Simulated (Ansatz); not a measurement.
# GaH$_{3}$OF: molecular dynamics (part 3 of 3)

The same run, continued: GaH$_{3}$OF, multiplicity 2; UKS B3LYP/def2-SVP (Ansatz 0.2.0). It belongs to a series of runs on one base structure; here: dynamics from the highest image of the converged band.

Geometry of the input (Å):
```
Ga 0.1220  -0.1586  0.1796
H  0.0041  -0.6758  1.9105
H  1.4690  0.3442  -0.4186
O  -1.3432  -0.3554  -0.8217
H  -2.1589  -0.5548  -0.3441
F  -0.3434  0.5537  1.9878
```

## The program's output, continued
```
md step   199: t =    99.50 fs  T =  1061.9 K  F+E_penalty+E_count = -57180.84279869 eV  E_kin = 0.549026 eV  conserved = -57180.29377285 eV  (28 SCF iters)
these checks for a lower state are left out or cut short: starts, cluster_reference, orbital_swaps, neighbouring_geometries, increment
780 factors; integrals over basis functions are off by at most 8.8e-4 eV
mean field -57180.85028842 eV, -2101.3574895271 hartree, gradient 3.4e-5 eV, S^2 0.753235; 0 other end points of the search recorded, 0 dependent functions left out
the calculation of the forces begins
reference -57180.85051817 eV, -2101.3574979702 hartree; 26, 25 occupied and 49, 50 virtual orbitals, 780 factors
780 factors; integrals over basis functions are off by at most 8.8e-4 eV
mean field evaluation 1184: about -57100.6764 eV, gradient 1.2e2 eV
mean field -57180.85028842 eV, -2101.3574895271 hartree, gradient 3.4e-5 eV, S^2 0.753235; 1 other end points of the search recorded, 0 dependent functions left out
the calculation of the forces begins
reference -57180.85051817 eV, -2101.3574979702 hartree; 26, 25 occupied and 49, 50 virtual orbitals, 780 factors
md step   200: t =   100.00 fs  T =  1075.5 K  F+E_penalty+E_count = -57180.85028842 eV  E_kin = 0.556096 eV  conserved = -57180.29419231 eV  (29 SCF iters)
```

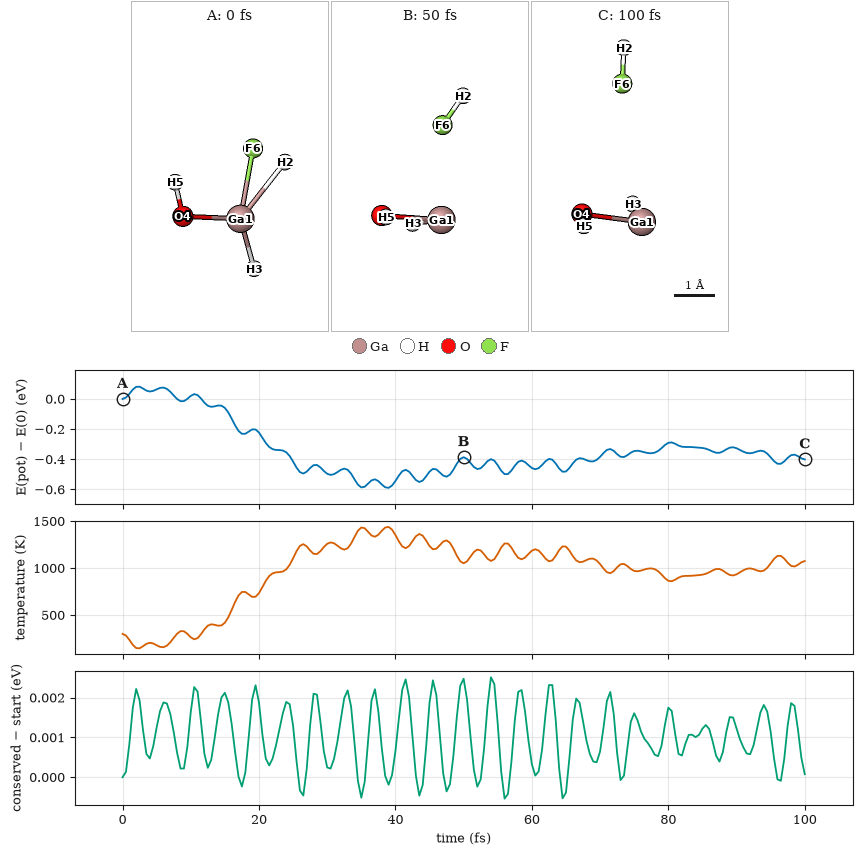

Frames of the molecular dynamics (ball-and-stick, seen at a tilt) above the curves, on which the letters mark them. The trajectory kept here has 201 frames over 100 fs. The temperature starts at 300 K, ranges from 146 to 1439 K and averages 1044 K over the second half. The potential energy ends 0.401 eV below its first value. The conserved quantity stays within 0.0031 eV. After an unweighted best fit of the last frame on the first, the root-mean-square displacement is 1.12 Å.

```
Total energy: -57180.85051817 eV, -2101.3574979702 hartree
Atom 0 at     0.266424    -0.344944    -0.194436 Å, force    -0.674867    -0.683975    -0.359680 eV/Å
Atom 1 at    -0.980384     1.053410     3.997340 Å, force    -0.442266     0.013199     1.209221 eV/Å
Atom 2 at     0.749220     0.960809     0.466485 Å, force     0.332979     0.755397     0.351881 eV/Å
Atom 3 at    -1.482040    -0.237641    -0.699842 Å, force     0.131484    -0.285593    -0.126804 eV/Å
Atom 4 at    -1.863324    -1.004737    -1.162136 Å, force     0.187401     0.259762     0.195690 eV/Å
Atom 5 at    -0.681599     1.037676     3.143519 Å, force     0.465270    -0.058789    -1.270308 eV/Å
Dipole moment:    -0.016259    -0.238287     0.322354 e Å
```

## Trajectory as extended XYZ (Å, eV, eV/Å), 15 of the 201 frames kept, from step=0 to step=200
```
6
Properties=species:S:1:pos:R:3:forces:R:3 step=0 time_fs=0.0 energy=-57180.44938 temperature=300.0
Ga    0.1220   -0.1586    0.1796   -0.0003  -0.0013  -0.0018
H     0.0041   -0.6758    1.9105   -0.0001  -0.0020  -0.0007
H     1.4690    0.3442   -0.4186    0.0002   0.0003   0.0001
O    -1.3432   -0.3554   -0.8217   -0.0002   0.0002  -0.0003
H    -2.1589   -0.5548   -0.3441    0.0005  -0.0005  -0.0001
F    -0.3434    0.5537    1.9878   -0.0001   0.0033   0.0029
6
Properties=species:S:1:pos:R:3:forces:R:3 step=14 time_fs=7.0 energy=-57180.40138 temperature=210.2
Ga    0.1256   -0.1569    0.1836   -0.4363  -0.8156  -0.9926
H    -0.0994   -0.5710    1.9513   -0.0382   0.1725   0.2706
H     1.4636    0.3313   -0.3944    0.2837   0.2740  -0.1774
O    -1.3602   -0.3519   -0.8353   -1.2744  -0.4471   1.1603
H    -2.1763   -0.6706   -0.3293    1.6430   0.6421  -0.9813
F    -0.3353    0.5458    1.9802   -0.1779   0.1740   0.7204
6
Properties=species:S:1:pos:R:3:forces:R:3 step=29 time_fs=14.5 energy=-57180.49396 temperature=390.1
Ga    0.1273   -0.1611    0.1798    0.9853  -1.2029  -2.1207
H    -0.2255   -0.3961    2.1407    0.1099  -0.9397   0.5672
H     1.5388    0.4375   -0.4346   -0.7997   0.0380   0.2243
O    -1.3705   -0.3427   -0.8419   -1.3311  -0.4948   1.0923
H    -2.1404   -0.7782   -0.3464    1.6042   0.8769  -1.0068
F    -0.3323    0.5442    1.9928   -0.5686   1.7225   1.2437
6
Properties=species:S:1:pos:R:3:forces:R:3 step=43 time_fs=21.5 energy=-57180.76762 temperature=916.1
Ga    0.1338   -0.1732    0.1632   -0.3356  -1.6279  -0.6667
H    -0.3213   -0.3112    2.4672    0.0598   0.8938  -0.5438
H     1.3270    0.5882   -0.4022    0.5736   0.7075  -0.3218
O    -1.3741   -0.3250   -0.8413   -0.0958   0.1728   0.2609
H    -2.0581   -0.8548   -0.4014    0.1502   0.0965  -0.1739
F    -0.3410    0.5652    2.0370   -0.3522  -0.2427   1.4453
6
Properties=species:S:1:pos:R:3:forces:R:3 step=57 time_fs=28.5 energy=-57180.88694 temperature=1150.3
Ga    0.1406   -0.1946    0.1407    1.0901   0.0123  -0.8567
H    -0.3928   -0.1296    2.7502    0.1130   1.1533  -1.1393
H     1.2150    0.9583   -0.4400   -0.5474  -0.4608   0.3494
O    -1.3768   -0.3003   -0.8362    1.3123   1.6924  -0.7468
H    -1.9725   -0.9201   -0.4930   -1.6353  -1.6370   0.7489
F    -0.3585    0.5972    2.1073   -0.3327  -0.7601   1.6445
6
Properties=species:S:1:pos:R:3:forces:R:3 step=71 time_fs=35.5 energy=-57181.03128 temperature=1425.2
Ga    0.1536   -0.2172    0.1127    0.6804   0.5599  -0.4943
H    -0.4350    0.0816    2.9508    0.0468   0.1704  -0.3736
H     0.9314    1.1792   -0.3558   -0.1261  -0.5338   0.2817
O    -1.3861   -0.2717   -0.8294    0.3841   0.7845  -0.1461
H    -1.9331   -1.0121   -0.6193   -0.8042  -0.9666   0.1476
F    -0.3833    0.6378    2.1957   -0.1809  -0.0143   0.5846
6
Properties=species:S:1:pos:R:3:forces:R:3 step=86 time_fs=43.0 energy=-57180.98680 temperature=1339.5
Ga    0.1721   -0.2387    0.0793   -0.3336  -0.1149  -0.1543
H    -0.4660    0.2780    3.1175   -0.0492  -0.4117   0.6706
H     0.5986    1.2451   -0.1403    0.6009   0.5324  -0.0057
O    -1.4085   -0.2479   -0.8180   -0.5867  -1.1551   0.1016
H    -1.9050   -1.0980   -0.8261    0.3969   0.7630  -0.0367
F    -0.4143    0.6872    2.2993   -0.0283   0.3863  -0.5756
6
Properties=species:S:1:pos:R:3:forces:R:3 step=100 time_fs=50.0 energy=-57180.83545 temperature=1051.5
Ga    0.1876   -0.2577    0.0469   -0.3336   1.2191  -0.2137
H    -0.4959    0.4335    3.2436   -0.1338  -0.7223   1.8849
H     0.5252    1.4160    0.0689    0.2006  -0.8391  -0.0407
O    -1.4355   -0.2400   -0.8025   -0.7594  -2.2046  -0.4650
H    -1.8657   -1.1262   -1.0609    0.9620   1.9141   0.6216
F    -0.4452    0.7345    2.4001    0.0642   0.6327  -1.7870
6
Properties=species:S:1:pos:R:3:forces:R:3 step=114 time_fs=57.0 energy=-57180.92422 temperature=1219.1
Ga    0.2005   -0.2696    0.0129   -0.6764   0.3322  -0.2108
H    -0.5354    0.5608    3.3807   -0.1064  -0.3427   1.1999
H     0.5657    1.2825    0.2591    0.2656  -0.0629  -0.0889
O    -1.4590   -0.2469   -0.7851    0.0476  -1.1141  -0.4571
H    -1.7801   -1.0635   -1.2483    0.4219   0.9465   0.6815
F    -0.4773    0.7810    2.5025    0.0477   0.2409  -1.1246
6
Properties=species:S:1:pos:R:3:forces:R:3 step=129 time_fs=64.5 energy=-57180.93177 temperature=1231.9
Ga    0.2091   -0.2802   -0.0252   -0.5117  -0.2332  -0.1664
H    -0.5909    0.6804    3.5216   -0.0447  -0.0725   0.2194
H     0.7536    1.1331    0.4381    0.1298   0.2783  -0.0518
O    -1.4700   -0.2605   -0.7651    0.6171   0.6930   0.5492
H    -1.6713   -0.9828   -1.3523   -0.1869  -0.6505  -0.3558
F    -0.5126    0.8289    2.6143   -0.0036  -0.0150  -0.1946
6
Properties=species:S:1:pos:R:3:forces:R:3 step=143 time_fs=71.5 energy=-57180.78118 temperature=945.9
Ga    0.2142   -0.2914   -0.0616    0.5024   0.4941   0.4288
H    -0.6566    0.7766    3.6575    0.1277   0.0951  -1.2518
H     0.9748    1.1025    0.5618   -0.4879  -0.5674  -0.4151
O    -1.4677   -0.2705   -0.7454    0.4926   2.0809   1.7351
H    -1.5818   -0.9329   -1.3789   -0.4751  -1.9320  -1.7199
F    -0.5460    0.8722    2.7190   -0.1598  -0.1708   1.2229
6
Properties=species:S:1:pos:R:3:forces:R:3 step=157 time_fs=78.5 energy=-57180.79430 temperature=968.1
Ga    0.2221   -0.3005   -0.0958    0.2880  -0.7809  -0.0161
H    -0.7309    0.8618    3.7711    0.2629   0.0674  -1.7524
H     1.0149    0.8885    0.5304    0.0590   0.6277   0.1895
O    -1.4623   -0.2717   -0.7252   -0.1288   0.4787   0.0209
H    -1.5456   -0.9471   -1.4057   -0.2182  -0.2606  -0.1212
F    -0.5797    0.9142    2.8243   -0.2628  -0.1323   1.6794
6
Properties=species:S:1:pos:R:3:forces:R:3 step=171 time_fs=85.5 energy=-57180.77887 temperature=939.8
Ga    0.2324   -0.3138   -0.1296    0.7126  -0.3673   0.2107
H    -0.8090    0.9347    3.8563    0.2299   0.0030  -1.1638
H     1.0450    0.8929    0.5513   -0.2140   0.1947  -0.0112
O    -1.4616   -0.2646   -0.7097   -0.6197  -1.1088  -1.5053
H    -1.5920   -0.9927   -1.3998    0.1120   1.3388   1.3814
F    -0.6133    0.9553    2.9294   -0.2208  -0.0603   1.0883
6
Properties=species:S:1:pos:R:3:forces:R:3 step=186 time_fs=93.0 energy=-57180.79732 temperature=975.3
Ga    0.2482   -0.3307   -0.1644    0.6289   0.3521   0.4293
H    -0.8977    1.0003    3.9391    0.0936  -0.0156  -0.3966
H     0.9801    1.0012    0.5691   -0.4350  -0.4596  -0.3374
O    -1.4699   -0.2513   -0.7019   -0.7083  -1.4163  -1.3503
H    -1.7266   -1.0222   -1.3118    0.5004   1.5745   1.3237
F    -0.6488    0.9984    3.0405   -0.0796  -0.0353   0.3313
6
Properties=species:S:1:pos:R:3:forces:R:3 step=200 time_fs=100.0 energy=-57180.85029 temperature=1075.5
Ga    0.2664   -0.3449   -0.1944   -0.6749  -0.6840  -0.3597
H    -0.9804    1.0534    3.9973   -0.4423   0.0132   1.2092
H     0.7492    0.9608    0.4665    0.3330   0.7554   0.3519
O    -1.4820   -0.2376   -0.6998    0.1315  -0.2856  -0.1268
H    -1.8633   -1.0047   -1.1621    0.1874   0.2598   0.1957
F    -0.6816    1.0377    3.1435    0.4653  -0.0588  -1.2703
```

## Key numbers

- outcome: finished
- mean temperature over the second half: 1044 K
- trajectory: 200 steps, 100 fs
- ensemble: nve
- temperature in the input: 300.0 K
- time step: 0.5 fs
- potential energy (last step): −57180.8505 eV
- mean-field energy (last step): −57180.8505 eV
- ⟨S²⟩ (last step): 0.753
- largest force (length of the vector) (last step): 1.354 eV/Å
- wall time: 6.4 min (CPU time 12 min)
- peak memory: 0.22 GiB

## Remarks

So short a trajectory is not equilibrated.
